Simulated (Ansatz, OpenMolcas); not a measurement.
# C4H11P (tert-butylphosphine): the vertical ionisation energy, rung by rung

C4H11P has 16 atoms, charge 0, and is taken as a singlet. SMILES: `CC(C)(C)P`. Geometry: relaxed at PBE0-D4/def2-TZVP. This is one conformer, not always the lowest.

Quantity: the vertical ionisation energy (to the doublet cation), in eV. The values are calculated.

```tsv
level	kind	program	value (eV)	less CCSD(T)/6-31G*	CPU time (all runs)
HF/6-31G* (spherical functions)	Hartree–Fock	OpenMolcas	8.32	-0.53	30 s
SVWN5/6-31G* (spherical functions)	LDA	Ansatz	9.03	+0.18	20 s
PBE/6-31G* (spherical functions)	GGA	OpenMolcas	8.90	+0.05	4.9 min
M06-L/6-31G* (spherical functions)	meta-GGA	OpenMolcas	9.08	+0.23	6 min
BHLYP/6-31G* (spherical functions)	global hybrid	Ansatz	9.09	+0.24	45 s
HSE06/6-31G* (spherical functions)	range-separated hybrid	Ansatz	9.06	+0.21	44 s
PBE-QIDH/6-31G* (spherical functions)	double hybrid	Ansatz	9.11	+0.26	53 s
RPA@PBE0/6-31G* (spherical functions)	RPA	Ansatz	8.89	+0.04	68 s
CCSD(T)/6-31G* (spherical functions)	coupled cluster or CI	Ansatz	8.85	0.00	3.6 min
CCSD/6-31G* (spherical functions)	coupled cluster or CI	Ansatz	8.86	+0.01	2.3 min
```

CCSD(T)/6-31G* (spherical functions) is the highest level here, not the true value. The values span 8.32 to 9.11 eV. CPU times are rough (shared hosts, several kinds of processor and program).

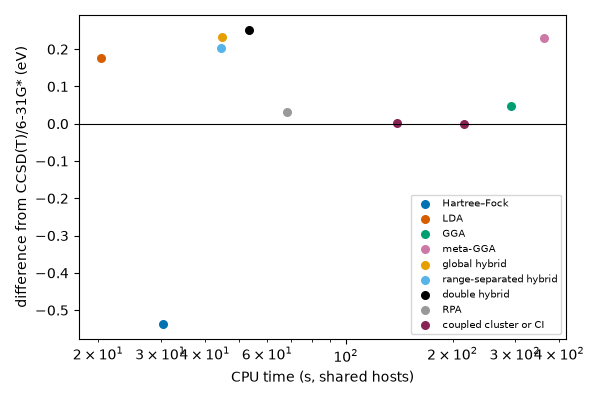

Difference from CCSD(T)/6-31G* against processor time, one point a level.
